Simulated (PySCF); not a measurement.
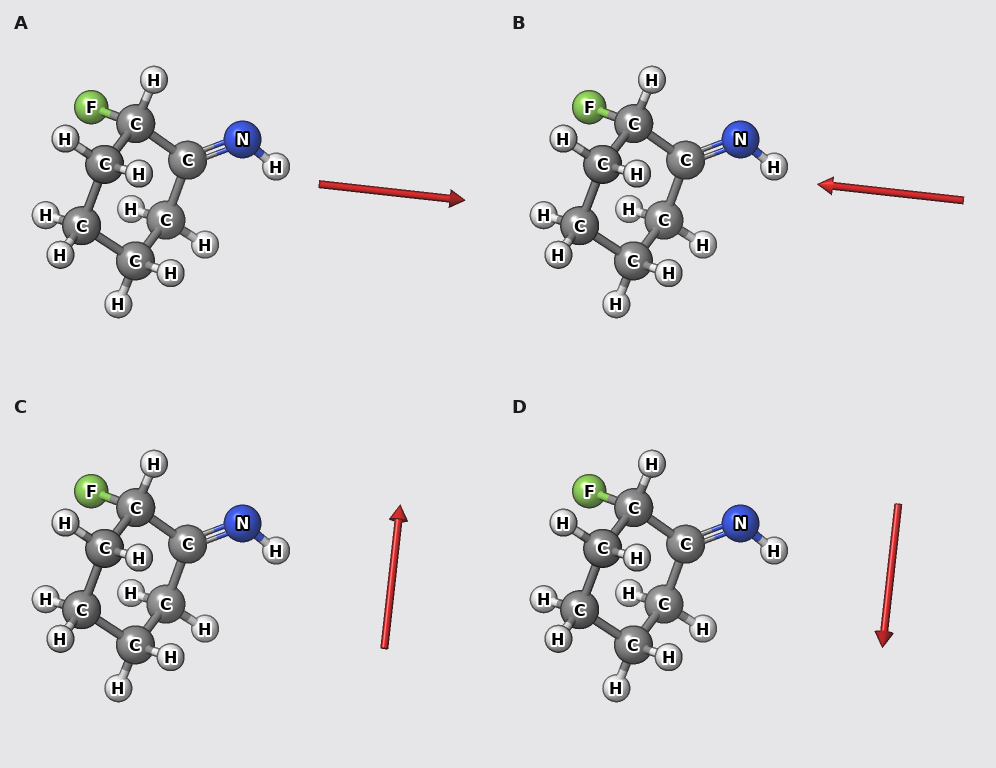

The same molecule four times, each with an arrow. The computed structure is the end point of a GFN2-xTB optimisation. No frequency run is at hand to confirm it as a minimum. Properties computed with PBE0/def2-SVPD, gas phase (PySCF 2.14.0).

### Which arrow points along the dipole moment, from the negative to the positive end?

D. The dipole moment is 2.71 D.
